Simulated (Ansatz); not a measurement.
# CH3BrFSi radical: one species, many methods

How much do the methods differ for CH3BrFSi radical? The plan is to run it at one geometry with functionals of several rungs and with coupled cluster, and see how far each lands from CCSD(T) at the basis-set limit for the atomisation energy.

The runs use Ansatz 0.2.0, Gaussian basis; functionals in def2-TZVPP, the program's frozen cores in correlated methods.

Levels to be run: LDA (SPW92), PBE-D4, revPBE-D4, BLYP-D4, r2SCAN-D4, B97M-V, PBE0-D4, B3LYP-D4, r2SCANh-D4, r2SCAN0-D4, HSE06-D4, BHLYP-D4, CAM-B3LYP-D4, LC-ωPBE, ωB97X-V, ωB97M-V, B2PLYP, PBE-QIDH; CCSD(T)/def2-SVP; CCSD(T)/def2-TZVPP; MP2/def2-QZVPP; extrapolation to the limit; RPA on PBE.

**1. The relaxed structure**

The geometry comes from an earlier relaxation with PBE0-D4 in a triple-zeta def2 set; it is a stationary point, not always the lowest conformer.

SMILES `C[Si](F)Br`, 7 atoms, charge 0, spin multiplicity 2.

Atoms are counted from 1 here; the program's logs count them from 0.

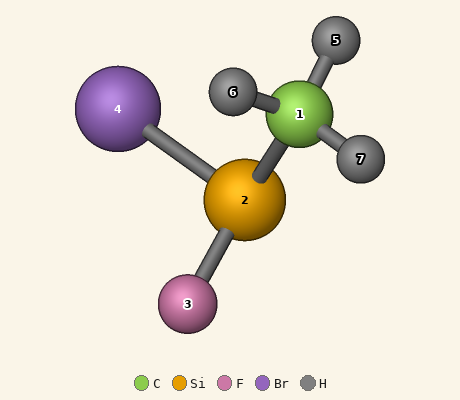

The geometry (carbon green, silicon amber, fluorine pink, bromine purple, hydrogen grey); atoms are numbered from 1 in the order of the file.

**2. LDA**

This LDA is Slater exchange with PW92 correlation.

The input, in.yaml:

```yaml
crystal:
  periodic: [false, false, false]
  atoms:
    - {symbol: C, position_ang: [0.046899, 0.834553, -0.193826]}
    - {symbol: Si, position_ang: [0.403783, -0.993145, -0.216434]}
    - {symbol: F, position_ang: [1.191402, -1.361131, 1.128238]}
    - {symbol: Br, position_ang: [-1.501985, -2.142016, -0.211671]}
    - {symbol: H, position_ang: [-0.529412, 1.118148, -1.075717]}
    - {symbol: H, position_ang: [-0.530596, 1.076044, 0.702965]}
    - {symbol: H, position_ang: [0.981209, 1.399546, -0.179256]}
basis:
  gaussian: {orbitals: def2-TZVPP}
magnetization: {spin_polarized: true, initial_magnetization: 1}
hamiltonian: {xc: lda}
output: {orbitals: {seedname: orbitals}}
```

Launch:

```bash
$ ansatz run in.yaml --threads 4 --pin off --events-out ev --progress --plain --max-ram 10444MiB
```

What it wrote:

```text
Functional definition: SPW92
  name "SPW92"
  cite "Dirac, Proc. Camb. Phil. Soc. 26, 376 (1930) doi:10.1017/S0305004100016108"
  cite "Slater, Phys. Rev. 81, 385 (1951) doi:10.1103/PhysRev.81.385"
  cite "Perdew & Wang, Phys. Rev. B 45, 13244 (1992) doi:10.1103/PhysRevB.45.13244"
  exchange = slater_x
  correlation = pw_c
1177 factors; their error is unknown
mean field evaluation 1: about -81564.1618 eV, gradient 5.1e1 eV
mean field evaluation 2: about -81539.1501 eV, gradient 8.2e1 eV
mean field evaluation 4: about -81574.5650 eV, gradient 1.0e1 eV
mean field evaluation 8: about -81574.9579 eV, gradient 2.2e-1 eV
mean field evaluation 16: about -81574.9131 eV, gradient 2.8e-4 eV
mean field -81574.91314789 eV, -2997.8227647228 hartree, gradient 2.7e-5 eV, S^2 0.751020; 0 other end points of the search recorded, 0 dependent functions left out
reference -81574.91318161 eV, -2997.8227659619 hartree; 34, 33 occupied and 160, 161 virtual orbitals, 1177 factors
Total energy: -81574.91318161 eV, -2997.8227659619 hartree
```

It took 1 s on 4 threads of INTEL XEON PLATINUM 8581C at 2.10GHz, shared host; peak memory 0.28 GiB.

Atomisation energy: 29.399 eV (free atoms -81545.514 eV, run apart). HOMO -5.21 eV, LUMO -4.00 eV.

**3. PBE-D4 (GGA)**

Changes to in.yaml since step 2:

```diff
@@ -13,3 +13,3 @@
 magnetization: {spin_polarized: true, initial_magnetization: 1}
-hamiltonian: {xc: lda}
-output: {orbitals: {seedname: orbitals}}
+hamiltonian: {xc: pbe, dispersion: d4}
+output: {forces: true, orbitals: {seedname: orbitals}}
```

The command is unchanged.

What it wrote, shortened:

```text
Functional definition: PBE
  name "PBE"
  cite "Perdew, Burke & Ernzerhof, Phys. Rev. Lett. 77, 3865 (1996) doi:10.1103/PhysRevLett.77.3865"
  parent pbe
[...]
1177 factors; their error is unknown
[...]
mean field -81712.16170021 eV, -3002.8665559902 hartree, gradient 3.9e-5 eV, S^2 0.751710; 0 other end points of the search recorded, 0 dependent functions left out
[...]
reference -81712.16173752 eV, -3002.8665573614 hartree; 34, 33 occupied and 160, 161 virtual orbitals, 1177 factors
Total energy: -81712.32265980 eV, -3002.8724711462 hartree
Atom 0 at     0.046899     0.834553    -0.193826 Å, force    -0.008181     0.043227    -0.005711 eV/Å
Atom 1 at     0.403783    -0.993145    -0.216434 Å, force    -0.032550     0.032277    -0.564840 eV/Å
Atom 2 at     1.191402    -1.361131     1.128238 Å, force     0.344727    -0.148413     0.568114 eV/Å
Atom 3 at    -1.501985    -2.142016    -0.211671 Å, force    -0.259187    -0.150672    -0.008352 eV/Å
Atom 4 at    -0.529412     1.118148    -1.075717 Å, force    -0.104500     0.057589    -0.164291 eV/Å
Atom 5 at    -0.530596     1.076044     0.702965 Å, force    -0.113931     0.054187     0.176079 eV/Å
Atom 6 at     0.981209     1.399546    -0.179256 Å, force     0.173621     0.111806    -0.000998 eV/Å
Dipole moment:     0.028784     0.396219    -0.150074 e Å
```

Run time: 1.9 s. Hardware: 4 threads of INTEL XEON PLATINUM 8581C at 2.10GHz, shared host; peak memory 0.29 GiB.

With the free atoms at this level, -81686.066 eV in sum, the atomisation energy is 26.257 eV. HOMO -5.22 eV, LUMO -3.55 eV.

**4. revPBE-D4 (GGA)**

Changes to in.yaml since step 3:

```diff
@@ -13,3 +13,3 @@
 magnetization: {spin_polarized: true, initial_magnetization: 1}
-hamiltonian: {xc: pbe, dispersion: d4}
-output: {forces: true, orbitals: {seedname: orbitals}}
+hamiltonian: {xc: {name: revPBE}, dispersion: d4}
+output: {orbitals: {seedname: orbitals}}
```

The command is unchanged.

What it wrote:

```text
Functional definition: revPBE
  name "revPBE"
  cite "Zhang & Yang, Phys. Rev. Lett. 80, 890 (1998) doi:10.1103/PhysRevLett.80.890"
  cite "Perdew, Burke & Ernzerhof, Phys. Rev. Lett. 77, 3865 (1996) doi:10.1103/PhysRevLett.77.3865"
  parameter kappa = 1.245
  parameter beta = 0.06672455060314922
  exchange = pbe_x(kappa = kappa, mu = beta*pi^2/3)
  correlation = pbe_c(beta = beta)
1177 factors; their error is unknown
mean field evaluation 1: about -81712.0485 eV, gradient 4.9e1 eV
mean field evaluation 2: about -81689.9668 eV, gradient 7.9e1 eV
mean field evaluation 4: about -81721.6113 eV, gradient 9.0e0 eV
mean field evaluation 8: about -81721.9131 eV, gradient 1.9e-1 eV
mean field evaluation 16: about -81721.8676 eV, gradient 3.8e-4 eV
mean field -81721.86759086 eV, -3003.2232408928 hartree, gradient 4.3e-5 eV, S^2 0.751962; 0 other end points of the search recorded, 0 dependent functions left out
reference -81721.86763751 eV, -3003.2232426071 hartree; 34, 33 occupied and 160, 161 virtual orbitals, 1177 factors
Total energy: -81722.31913788 eV, -3003.2398349397 hartree
```

Run time: 1.7 s. Hardware: 4 threads of INTEL XEON PLATINUM 8581C at 2.10GHz, shared host; peak memory 0.29 GiB.

Atomisation energy: 25.616 eV (free atoms -81696.703 eV, run apart). HOMO -5.20 eV, LUMO -3.39 eV.

**5. BLYP-D4 (GGA)**

Changes to in.yaml since step 4:

```diff
@@ -13,3 +13,3 @@
 magnetization: {spin_polarized: true, initial_magnetization: 1}
-hamiltonian: {xc: {name: revPBE}, dispersion: d4}
+hamiltonian: {xc: {name: BLYP}, dispersion: d4}
 output: {orbitals: {seedname: orbitals}}
```

Launched as before.

What it wrote:

```text
Functional definition: BLYP
  name "BLYP"
  cite "Becke, Phys. Rev. A 38, 3098 (1988) doi:10.1103/PhysRevA.38.3098"
  cite "Lee, Yang & Parr, Phys. Rev. B 37, 785 (1988) doi:10.1103/PhysRevB.37.785"
  parameter beta = 0.0042
  parameter a = 0.04918
  parameter b = 0.132
  parameter c = 0.2533
  parameter d = 0.349
  exchange = b88_x(beta = beta)
  correlation = lyp_c(a = a, b = b, c = c, d = d)
1177 factors; their error is unknown
mean field evaluation 1: about -81719.2980 eV, gradient 5.3e1 eV
mean field evaluation 2: about -81691.7067 eV, gradient 8.8e1 eV
mean field evaluation 4: about -81730.2453 eV, gradient 1.1e1 eV
mean field evaluation 8: about -81730.6858 eV, gradient 2.2e-1 eV
mean field evaluation 16: about -81730.6398 eV, gradient 4.7e-4 eV
mean field -81730.63977074 eV, -3003.5456125574 hartree, gradient 9.8e-6 eV, S^2 0.751370; 0 other end points of the search recorded, 0 dependent functions left out
reference -81730.64010043 eV, -3003.5456246732 hartree; 34, 33 occupied and 160, 161 virtual orbitals, 1177 factors
Total energy: -81730.99248022 eV, -3003.5585743915 hartree
```

It took 1.7 s on 4 threads of INTEL XEON PLATINUM 8581C at 2.10GHz, shared host; peak memory 0.29 GiB.

With the free atoms at this level, -81705.355 eV in sum, the atomisation energy is 25.637 eV. HOMO -5.03 eV, LUMO -3.61 eV.

**6. r2SCAN-D4 (meta-GGA)**

Changes to in.yaml since step 5:

```diff
@@ -13,3 +13,3 @@
 magnetization: {spin_polarized: true, initial_magnetization: 1}
-hamiltonian: {xc: {name: BLYP}, dispersion: d4}
-output: {orbitals: {seedname: orbitals}}
+hamiltonian: {xc: r2scan, dispersion: d4}
+output: {forces: true, orbitals: {seedname: orbitals}}
```

Same command.

What it wrote, shortened:

```text
Functional definition: r2SCAN
  name "r2SCAN"
  cite "Furness, Kaplan, Ning, Perdew & Sun, J. Phys. Chem. Lett. 11, 8208 (2020) doi:10.1021/acs.jpclett.0c02405"
  cite "Furness, Kaplan, Ning, Perdew & Sun, J. Phys. Chem. Lett. 11, 9248 (2020) doi:10.1021/acs.jpclett.0c03077"
  parent r2scan
[...]
1177 factors; their error is unknown
[...]
mean field -81728.07733314 eV, -3003.4514447123 hartree, gradient 7.1e-5 eV, S^2 0.752923; 0 other end points of the search recorded, 0 dependent functions left out
[...]
reference -81728.07734552 eV, -3003.4514451673 hartree; 34, 33 occupied and 160, 161 virtual orbitals, 1177 factors
Total energy: -81728.11356074 eV, -3003.4527760523 hartree
Atom 0 at     0.046899     0.834553    -0.193826 Å, force     0.012030    -0.019498    -0.025226 eV/Å
Atom 1 at     0.403783    -0.993145    -0.216434 Å, force     0.020126     0.038478    -0.049656 eV/Å
Atom 2 at     1.191402    -1.361131     1.128238 Å, force     0.036372    -0.010951     0.058846 eV/Å
Atom 3 at    -1.501985    -2.142016    -0.211671 Å, force    -0.061201    -0.039640    -0.002048 eV/Å
Atom 4 at    -0.529412     1.118148    -1.075717 Å, force     0.014256     0.019196     0.032400 eV/Å
Atom 5 at    -0.530596     1.076044     0.702965 Å, force     0.008965     0.005727    -0.015209 eV/Å
Atom 6 at     0.981209     1.399546    -0.179256 Å, force    -0.030547     0.006688     0.000893 eV/Å
Dipole moment:     0.046285     0.405612    -0.162787 e Å
```

Run time: 3.8 s. Hardware: 4 threads of INTEL XEON PLATINUM 8581C at 2.10GHz, shared host; peak memory 0.35 GiB.

Atomisation energy: 26.084 eV (free atoms -81702.029 eV, run apart). HOMO -5.60 eV, LUMO -3.07 eV.

**7. B97M-V (meta-GGA)**

Changes to in.yaml since step 6:

```diff
@@ -13,3 +13,3 @@
 magnetization: {spin_polarized: true, initial_magnetization: 1}
-hamiltonian: {xc: r2scan, dispersion: d4}
-output: {forces: true, orbitals: {seedname: orbitals}}
+hamiltonian: {xc: {name: B97M-V}}
+output: {orbitals: {seedname: orbitals}}
```

The command is unchanged.

What it wrote, shortened:

```text
Functional definition: B97M-V
  name "B97M-V"
  cite "Mardirossian & Head-Gordon, J. Chem. Phys. 142, 074111 (2015) doi:10.1063/1.4907719"
  cite "Becke, J. Chem. Phys. 107, 8554 (1997) doi:10.1063/1.475007"
  cite "Vydrov & Van Voorhis, J. Chem. Phys. 133, 244103 (2010) doi:10.1063/1.3521275"
  # Of w^i u^j: cxij and so on, Table III.
[...]
  gx(w, u) = cx00 + cx01*u + cx02*u^2 + (cx10 + cx11*u)*w
  gss(w, u) = css00 + css02*u^2 + css10*w + (css32*w^3 + css42*w^4)*u^2
  gos(w, u) = cos00 + cos01*u + cos03*u^3 + cos10*w + cos32*w^3*u^2
[...]
      + integral(e_c_pw_mod_opposite_spin*gos(b97_w_opposite, b97_u_opposite)) + vv10(b, c)
1177 factors; their error is unknown
[...]
mean field -81715.24638085 eV, -3002.9799159130 hartree, gradient 6.9e-5 eV, S^2 0.752014; 0 other end points of the search recorded, 0 dependent functions left out
reference -81715.24643420 eV, -3002.9799178736 hartree; 34, 33 occupied and 160, 161 virtual orbitals, 1177 factors
Total energy: -81715.24643420 eV, -3002.9799178736 hartree
```

Run time: 5.5 s. Hardware: 4 threads of INTEL XEON PLATINUM 8581C at 2.10GHz, shared host; peak memory 0.45 GiB.

Atomisation energy: 25.862 eV (free atoms -81689.384 eV, run apart). HOMO -5.28 eV, LUMO -3.67 eV.

**8. PBE0-D4 (hybrid)**

Changes to in.yaml since step 7:

```diff
@@ -13,3 +13,3 @@
 magnetization: {spin_polarized: true, initial_magnetization: 1}
-hamiltonian: {xc: {name: B97M-V}}
+hamiltonian: {xc: pbe0, dispersion: d4}
 output: {orbitals: {seedname: orbitals}}
```

Same command.

What it wrote:

```text
Functional definition: PBE0
  name "PBE0"
  cite "Adamo & Barone, J. Chem. Phys. 110, 6158 (1999) doi:10.1063/1.478522"
  cite "Perdew, Burke & Ernzerhof, Phys. Rev. Lett. 77, 3865 (1996) doi:10.1103/PhysRevLett.77.3865"
  parent pbe
  parameter a = 0.25
  parameter kappa = 0.804
  parameter beta = 0.06672455060314922
  exchange = (1 - a)*pbe_x(kappa = kappa, mu = beta*pi^2/3) + a*exact_x
  correlation = pbe_c(beta = beta)
1217 factors; their error is unknown
mean field evaluation 1: about -81708.5858 eV, gradient 4.0e1 eV
mean field evaluation 2: about -81704.2438 eV, gradient 5.0e1 eV
mean field evaluation 4: about -81715.0426 eV, gradient 3.1e0 eV
mean field evaluation 8: about -81715.0797 eV, gradient 5.9e-2 eV
mean field evaluation 16: about -81715.5356 eV, gradient 1.9e-4 eV
mean field -81715.53555888 eV, -3002.9905430095 hartree, gradient 1.5e-5 eV, S^2 0.752066; 0 other end points of the search recorded, 0 dependent functions left out
reference -81715.53558649 eV, -3002.9905440240 hartree; 34, 33 occupied and 160, 161 virtual orbitals, 1217 factors
Total energy: -81715.67154231 eV, -3002.9955403082 hartree
```

Wall time 2.9 s (4 threads of INTEL XEON PLATINUM 8581C at 2.10GHz, shared host); peak memory 0.67 GiB.

With the free atoms at this level, -81689.834 eV in sum, the atomisation energy is 25.838 eV. HOMO -6.44 eV, LUMO -2.66 eV.

**9. B3LYP-D4 (hybrid)**

B3LYP here takes the VWN-RPA correlation.

Changes to in.yaml since step 8:

```diff
@@ -13,3 +13,3 @@
 magnetization: {spin_polarized: true, initial_magnetization: 1}
-hamiltonian: {xc: pbe0, dispersion: d4}
-output: {orbitals: {seedname: orbitals}}
+hamiltonian: {xc: {name: B3LYP}, dispersion: d4}
+output: {forces: true, orbitals: {seedname: orbitals}}
```

Launched as before.

What it wrote, shortened:

```text
Functional definition: B3LYP
  name "B3LYP"
  cite "Stephens, Devlin, Chabalowski & Frisch, J. Phys. Chem. 98, 11623 (1994) doi:10.1021/j100096a001"
  cite "Becke, Phys. Rev. A 38, 3098 (1988) doi:10.1103/PhysRevA.38.3098"
  cite "Lee, Yang & Parr, Phys. Rev. B 37, 785 (1988) doi:10.1103/PhysRevB.37.785"
  cite "Vosko, Wilk & Nusair, Can. J. Phys. 58, 1200 (1980) doi:10.1139/p80-159"
[...]
1217 factors; their error is unknown
[...]
mean field -81732.20980044 eV, -3003.6033100847 hartree, gradient 4.3e-5 eV, S^2 0.751750; 0 other end points of the search recorded, 0 dependent functions left out
[...]
reference -81732.21004321 eV, -3003.6033190064 hartree; 34, 33 occupied and 160, 161 virtual orbitals, 1217 factors
Total energy: -81732.47387378 eV, -3003.6130146008 hartree
Atom 0 at     0.046899     0.834553    -0.193826 Å, force    -0.027594     0.174966     0.000045 eV/Å
Atom 1 at     0.403783    -0.993145    -0.216434 Å, force     0.144773     0.018478    -0.218489 eV/Å
Atom 2 at     1.191402    -1.361131     1.128238 Å, force     0.119098    -0.045408     0.207513 eV/Å
Atom 3 at    -1.501985    -2.142016    -0.211671 Å, force    -0.237599    -0.145404     0.000082 eV/Å
Atom 4 at    -0.529412     1.118148    -1.075717 Å, force     0.034531     0.001293     0.054204 eV/Å
Atom 5 at    -0.530596     1.076044     0.702965 Å, force     0.026630     0.007862    -0.041891 eV/Å
Atom 6 at     0.981209     1.399546    -0.179256 Å, force    -0.059839    -0.011787    -0.001465 eV/Å
Dipole moment:     0.044436     0.399128    -0.179178 e Å
```

Wall time 3.1 s (4 threads of INTEL XEON PLATINUM 8581C at 2.10GHz, shared host); peak memory 0.67 GiB.

Atomisation energy: 25.684 eV (free atoms -81706.789 eV, run apart). HOMO -6.16 eV, LUMO -3.09 eV.

**10. r2SCANh-D4 (hybrid)**

Changes to in.yaml since step 9:

```diff
@@ -13,3 +13,3 @@
 magnetization: {spin_polarized: true, initial_magnetization: 1}
-hamiltonian: {xc: {name: B3LYP}, dispersion: d4}
-output: {forces: true, orbitals: {seedname: orbitals}}
+hamiltonian: {xc: {name: r2SCANh}, dispersion: d4}
+output: {orbitals: {seedname: orbitals}}
```

Launched as before.

What it wrote, shortened:

```text
Functional definition: r2SCANh
  name "r2SCANh"
  cite "Bursch, Neugebauer, Ehlert & Grimme, J. Chem. Phys. 156, 134105 (2022) doi:10.1063/5.0086040"
  cite "Furness, Kaplan, Ning, Perdew & Sun, J. Phys. Chem. Lett. 11, 8208 (2020) doi:10.1021/acs.jpclett.0c02405"
  cite "Furness, Kaplan, Ning, Perdew & Sun, J. Phys. Chem. Lett. 11, 9248 (2020) doi:10.1021/acs.jpclett.0c03077"
  parent r2scan
[...]
1192 factors; their error is unknown
[...]
mean field -81727.83379790 eV, -3003.4424949576 hartree, gradient 3.9e-5 eV, S^2 0.752969; 0 other end points of the search recorded, 0 dependent functions left out
reference -81727.83380923 eV, -3003.4424953738 hartree; 34, 33 occupied and 160, 161 virtual orbitals, 1192 factors
Total energy: -81727.87310179 eV, -3003.4439393488 hartree
```

It took 4.2 s on 4 threads of INTEL XEON PLATINUM 8581C at 2.10GHz, shared host; peak memory 0.72 GiB.

Atomisation energy: 25.913 eV (free atoms -81701.960 eV, run apart). HOMO -6.05 eV, LUMO -2.79 eV.

**11. r2SCAN0-D4 (hybrid)**

Changes to in.yaml since step 10:

```diff
@@ -13,3 +13,3 @@
 magnetization: {spin_polarized: true, initial_magnetization: 1}
-hamiltonian: {xc: {name: r2SCANh}, dispersion: d4}
+hamiltonian: {xc: {name: r2SCAN0}, dispersion: d4}
 output: {orbitals: {seedname: orbitals}}
```

The command is unchanged.

What it wrote, shortened:

```text
Functional definition: r2SCAN0
  name "r2SCAN0"
  cite "Bursch, Neugebauer, Ehlert & Grimme, J. Chem. Phys. 156, 134105 (2022) doi:10.1063/5.0086040"
  cite "Furness, Kaplan, Ning, Perdew & Sun, J. Phys. Chem. Lett. 11, 8208 (2020) doi:10.1021/acs.jpclett.0c02405"
  cite "Furness, Kaplan, Ning, Perdew & Sun, J. Phys. Chem. Lett. 11, 9248 (2020) doi:10.1021/acs.jpclett.0c03077"
  parent r2scan
[...]
1217 factors; their error is unknown
[...]
mean field -81727.49894283 eV, -3003.4301892604 hartree, gradient 7.6e-5 eV, S^2 0.753143; 0 other end points of the search recorded, 0 dependent functions left out
reference -81727.49895258 eV, -3003.4301896187 hartree; 34, 33 occupied and 160, 161 virtual orbitals, 1217 factors
Total energy: -81727.54287197 eV, -3003.4318036268 hartree
```

Run time: 4.6 s. Hardware: 4 threads of INTEL XEON PLATINUM 8581C at 2.10GHz, shared host; peak memory 0.72 GiB.

Atomisation energy: 25.669 eV (free atoms -81701.874 eV, run apart). HOMO -6.71 eV, LUMO -2.36 eV.

**12. HSE06-D4 (hybrid)**

HSE06 is the plane-wave form, built on full-range PBE exchange.

Changes to in.yaml since step 11:

```diff
@@ -13,3 +13,3 @@
 magnetization: {spin_polarized: true, initial_magnetization: 1}
-hamiltonian: {xc: {name: r2SCAN0}, dispersion: d4}
+hamiltonian: {xc: hse06, dispersion: d4}
 output: {orbitals: {seedname: orbitals}}
```

The command is unchanged.

What it wrote, shortened:

```text
Functional definition: HSE06
  name "HSE06"
  cite "Heyd, Scuseria & Ernzerhof, J. Chem. Phys. 118, 8207 (2003) doi:10.1063/1.1564060"
  cite "Krukau, Vydrov, Izmaylov & Scuseria, J. Chem. Phys. 125, 224106 (2006) doi:10.1063/1.2404663"
  cite "Heyd & Scuseria, J. Chem. Phys. 120, 7274 (2004) doi:10.1063/1.1668634"
  cite "Ernzerhof & Perdew, J. Chem. Phys. 109, 3313 (1998) doi:10.1063/1.476928"
  cite "Perdew, Burke & Ernzerhof, Phys. Rev. Lett. 77, 3865 (1996) doi:10.1103/PhysRevLett.77.3865"
  parent pbe
[...]
  # The whole range is PBE's own exchange, as in plane waves. The composition of these papers is wPBEh.
[...]
1217 factors; their error is unknown
84 factors; integrals over basis functions are off by at most 5.3e-7 eV
[...]
mean field -81715.30541357 eV, -3002.9820853253 hartree, gradient 1.5e-5 eV, S^2 0.752049; 0 other end points of the search recorded, 0 dependent functions left out
reference -81715.30545037 eV, -3002.9820866776 hartree; 34, 33 occupied and 160, 161 virtual orbitals, 1217 factors
Total energy: -81715.43323076 eV, -3002.9867825206 hartree
```

It took 3 s on 4 threads of INTEL XEON PLATINUM 8581C at 2.10GHz, shared host; peak memory 0.71 GiB.

With the free atoms at this level, -81689.579 eV in sum, the atomisation energy is 25.855 eV. HOMO -6.04 eV, LUMO -3.04 eV.

**13. BHLYP-D4 (hybrid)**

Changes to in.yaml since step 12:

```diff
@@ -13,3 +13,3 @@
 magnetization: {spin_polarized: true, initial_magnetization: 1}
-hamiltonian: {xc: hse06, dispersion: d4}
+hamiltonian: {xc: {name: BHLYP}, dispersion: d4}
 output: {orbitals: {seedname: orbitals}}
```

Launched as before.

What it wrote:

```text
Functional definition: BHLYP
  name "BHLYP"
  cite "Becke, J. Chem. Phys. 98, 1372 (1993) doi:10.1063/1.464304"
  cite "Becke, Phys. Rev. A 38, 3098 (1988) doi:10.1103/PhysRevA.38.3098"
  cite "Lee, Yang & Parr, Phys. Rev. B 37, 785 (1988) doi:10.1103/PhysRevB.37.785"
  parameter a = 0.5
  exchange = (1 - a)*b88_x + a*exact_x
  correlation = lyp_c
1338 factors; their error is unknown
mean field evaluation 1: about -81723.2057 eV, gradient 3.5e1 eV
mean field evaluation 2: about -81723.6193 eV, gradient 3.5e1 eV
mean field evaluation 4: about -81728.0177 eV, gradient 1.7e0 eV
mean field evaluation 8: about -81728.0331 eV, gradient 1.3e-1 eV
mean field evaluation 16: about -81728.9918 eV, gradient 8.2e-4 eV
mean field -81728.99176611 eV, -3003.4850495042 hartree, gradient 8.3e-5 eV, S^2 0.752868; 0 other end points of the search recorded, 0 dependent functions left out
reference -81728.99192929 eV, -3003.4850555008 hartree; 34, 33 occupied and 160, 161 virtual orbitals, 1338 factors
Total energy: -81729.21149275 eV, -3003.4931243093 hartree
```

Wall time 2.8 s (4 threads of INTEL XEON PLATINUM 8581C at 2.10GHz, shared host); peak memory 0.68 GiB.

With the free atoms at this level, -81704.175 eV in sum, the atomisation energy is 25.036 eV. HOMO -7.49 eV, LUMO -1.92 eV.

(Part 1 of 2 ends here.)
